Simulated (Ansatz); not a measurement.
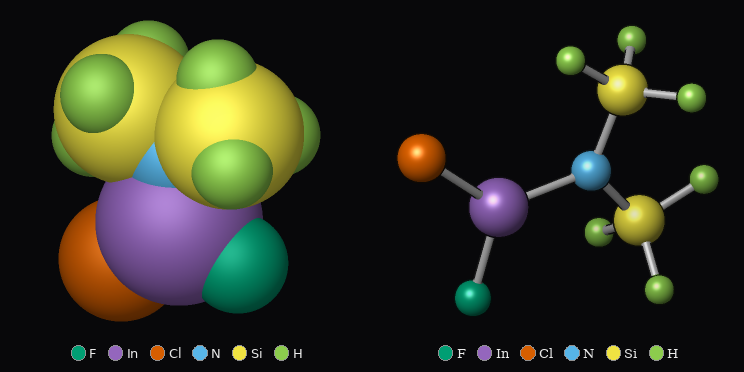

Two views of one molecule.

The computed structure is the end point of a PBE0-D4/def2-TZVP optimisation.

What does the picture show?

It has 12 atoms: 1 chlorine, 1 fluorine, 6 hydrogen, 1 indium, 1 nitrogen and 2 silicon (ClFH6InNSi2). Its SMILES string is `[F][In]([Cl])[N]([SiH3])[SiH3]`. Among its groups: Si–H bond, Si–N bond. The point group is Cs. Coordination: 1 In trigonal planar; 1 N trigonal planar; 2 Si tetrahedral.

More results for the same structure follow; atom numbers are the same in all pictures, views and colours differ.

### Electronic properties

Method: RKS PBE0-D4/def2-SVP, core potentials on In (Ansatz 0.2.0).

Computed properties:

- HOMO energy (Kohn–Sham orbital): −7.94 eV
- LUMO energy (Kohn–Sham orbital): −2.37 eV
- HOMO–LUMO gap: 5.58 eV
- dispersion correction: −31.0 kJ/mol

### Dipole moment

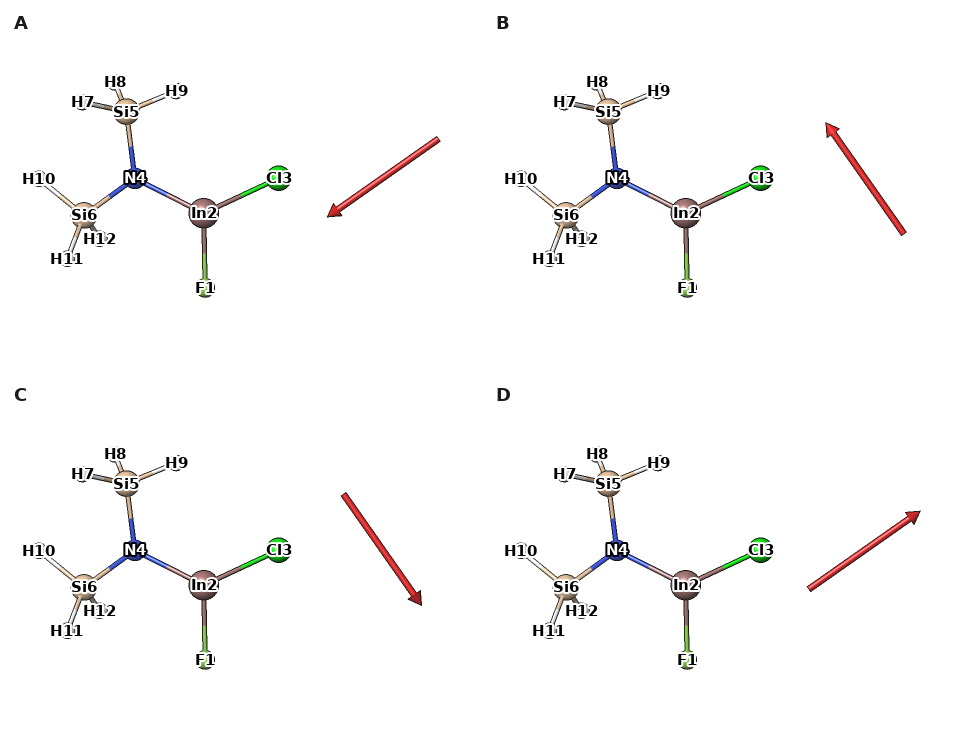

The same molecule four times, each with an arrow. Properties computed with RKS PBE0-D4/def2-TZVP, core potentials on In (Ansatz 0.2.0).

Question: Which arrow points along the dipole moment, from the negative to the positive end?

Answer: B. The dipole moment is 2.00 D; it points from the side of F1 to the side of H7, H8 (the outermost atoms at the two ends).

### Charges

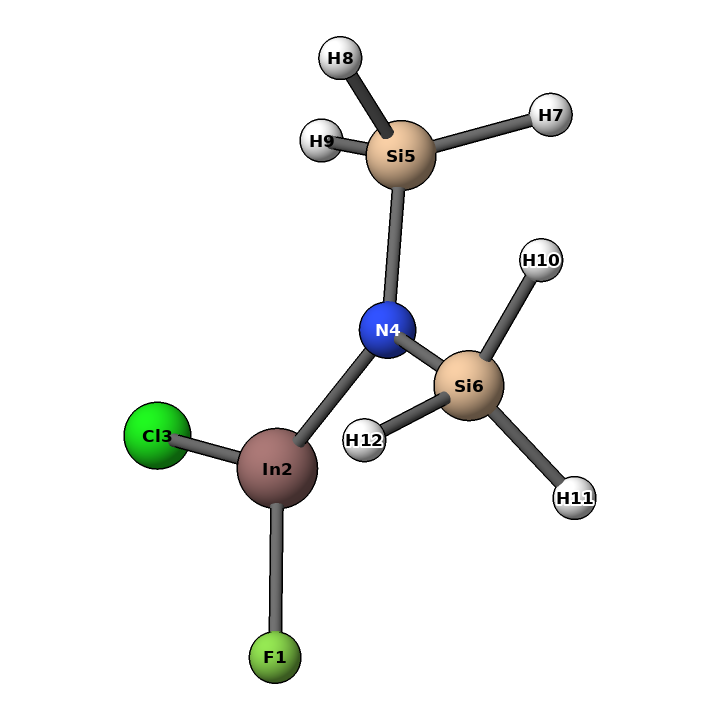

The questions are on Mulliken charges. Level of theory: RKS B3LYP-D4/def2-TZVPP, core potentials on In (Ansatz 0.2.0).

Question: Which atom carries the highest charge (most positive or least negative)?

Answer: In2 (0.98 e).

Question: And the lowest?

Answer: F1 (−0.47 e).

Give the Mulliken charges atom by atom.

| atom | value (e) |
| --- | --- |
| F1 | −0.47 |
| In2 | 0.98 |
| Cl3 | −0.32 |
| N4 | −0.45 |
| Si5 | 0.31 |
| Si6 | 0.32 |
| H7 | −0.06 |
| H8 | −0.06 |
| H9 | −0.05 |
| H10 | −0.06 |
| H11 | −0.06 |
| H12 | −0.06 |

Mulliken values depend strongly on the basis set and can even reverse the polarity of a bond.
